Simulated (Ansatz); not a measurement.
# GeH4O3···HF: what the fields show

Input file:

```
crystal:
  periodic: [false, false, false]
  atoms:
    - { symbol: Ge, position_ang: [0.377316, 0.206343, -0.227836] }
    - { symbol: F, position_ang: [-0.722081, 0.282088, 2.4415] }
    - { symbol: O, position_ang: [1.380993, -0.020843, -1.63574] }
    - { symbol: H, position_ang: [1.579879, -0.918322, -1.85836] }
    - { symbol: O, position_ang: [-0.923342, 1.293613, -0.628374] }
    - { symbol: H, position_ang: [-1.345278, 1.173115, -1.465851] }
    - { symbol: O, position_ang: [-0.162022, -1.404552, 0.165513] }
    - { symbol: H, position_ang: [-0.666684, -1.483108, 0.961863] }
    - { symbol: H, position_ang: [1.137186, 0.891398, 0.922086] }
    - { symbol: H, position_ang: [-0.051168, 0.891568, 2.364099] }
basis:
  gaussian: { orbitals: def2-SVP }
hamiltonian:
  xc: hf
relax:
  f_tol: 0.03
  max_steps: 50
output:
  orbitals: {}
```

Run with:

```sh
ansatz run input.yaml --threads 2 --pin off --max-ram 3072MiB --backend cpu --events-out ev --progress --plain --runs-dir out
```

The fields are those of the run's last geometry, not of the input's.

These are results of RHF/def2-SVP in Ansatz, not measurements.

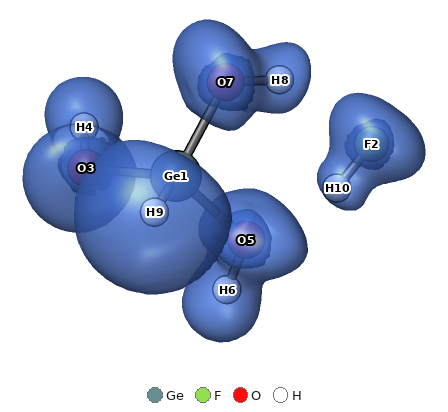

Figure 1. Isosurface of the ELF at 0.75 (blue), seen at a tilt. Core shells and regions of very low density are left out.

### Describe the localisation domains.

At this value the surface marks out one region around a hydrogen nucleus, one joined region spread over several atoms (F, H), in which their bonds and any lone pairs are merged and three joined regions spread over several atoms (H, O), in which their bonds and any lone pairs are merged.


O5···H10 (1.74 Å): the ELF dips to about 0.10 between them; a closed-shell contact with the geometry of a hydrogen bond. Ge–O (1.73 Å): the ELF peaks at about 0.85 in the valence shell of O, 0.6 Å from its nucleus, and is about 0.35 at the midpoint.

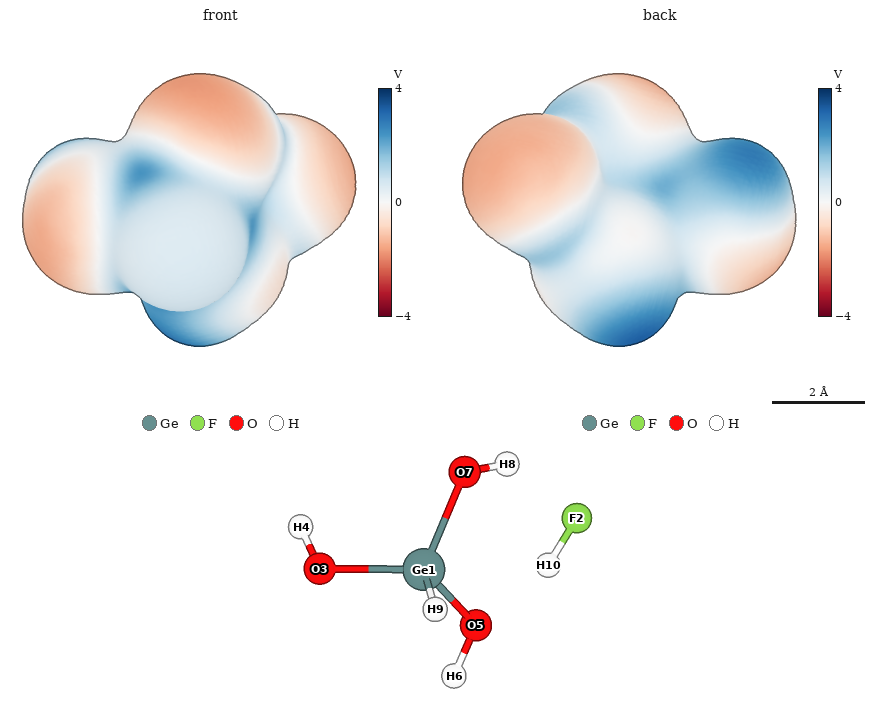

Figure 2. The electrostatic potential painted on the density surface at 0.002 e/bohr³, seen from the front and from behind; the colour scale runs from red (negative) to blue (positive). The bare structure is drawn below in the same view.

### Where is the surface potential most negative and most positive?

The most negative region (about −1.6 V) lies over O7, the most positive (about +3.1 V) over H6. O7 is the likeliest acceptor of a hydrogen bond.

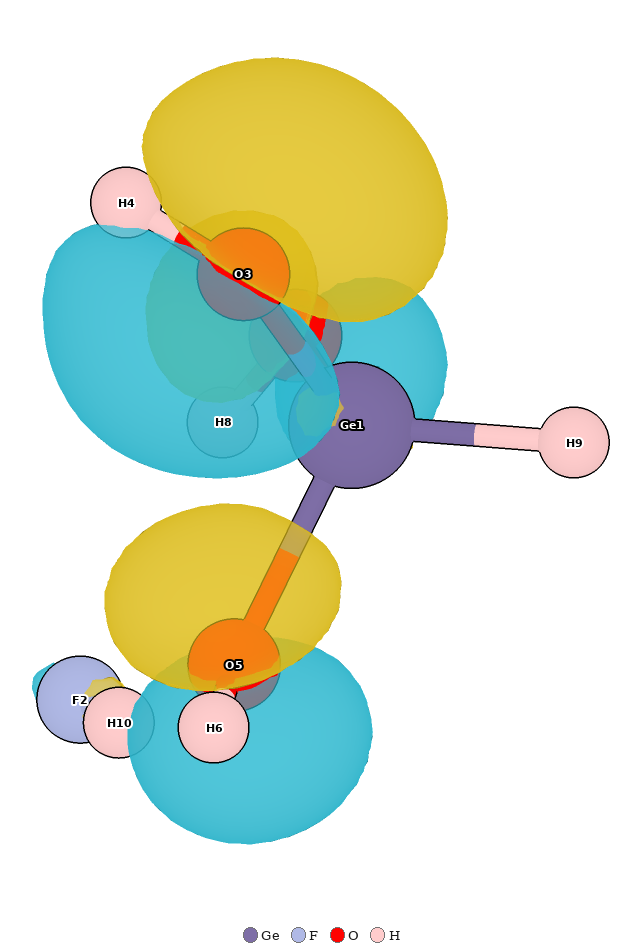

Figure 3. The HOMO−1 at ±0.1 Å⁻³ᐟ² (yellow and cyan are the two phases), seen at an oblique angle.

### Where does this orbital lie, and at what energy?

It lies mainly on O3 (about 60 %), O5 (about 20 %), O7 (about 10 %) and Ge1 (about 5 %). Its energy is −13.95 eV.

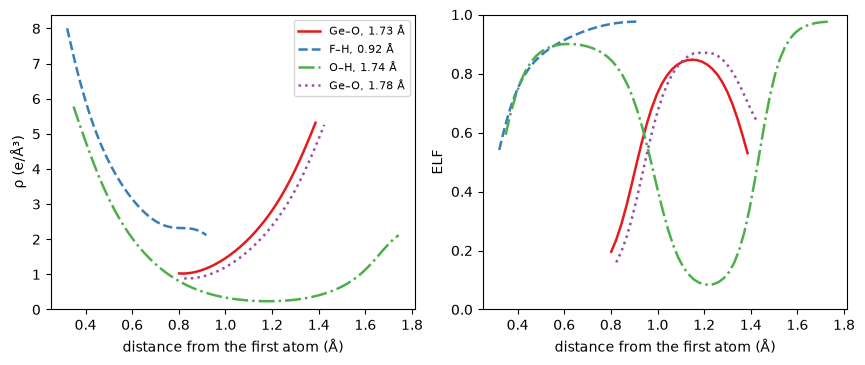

Figure 4. Total electron density and ELF along straight lines between neighbouring atoms. The curves leave out the atomic cores.

### What can be read from the curves?

Ge–O (1.73 Å): ρ at the midpoint is about 1.1 e/Å³; the ELF peaks at about 0.85 in the valence shell of O, 0.6 Å from its nucleus, and is about 0.35 at the midpoint.
F–H (0.92 Å): ρ is about 4.8 e/Å³ halfway; the ELF climbs to about 1 towards the hydrogen, as it does in any bond to H (an ordinary covalent bond to hydrogen).
O5···H10 (1.74 Å): the density falls to about 0.24 e/Å³ on the way; the ELF dips to about 0.10 between them; a closed-shell contact with the geometry of a hydrogen bond.
Ge–O (1.78 Å): ρ at the midpoint is about 0.92 e/Å³; the ELF peaks at about 0.85 in the valence shell of O, 0.6 Å from its nucleus, and is about 0.30 at the midpoint.
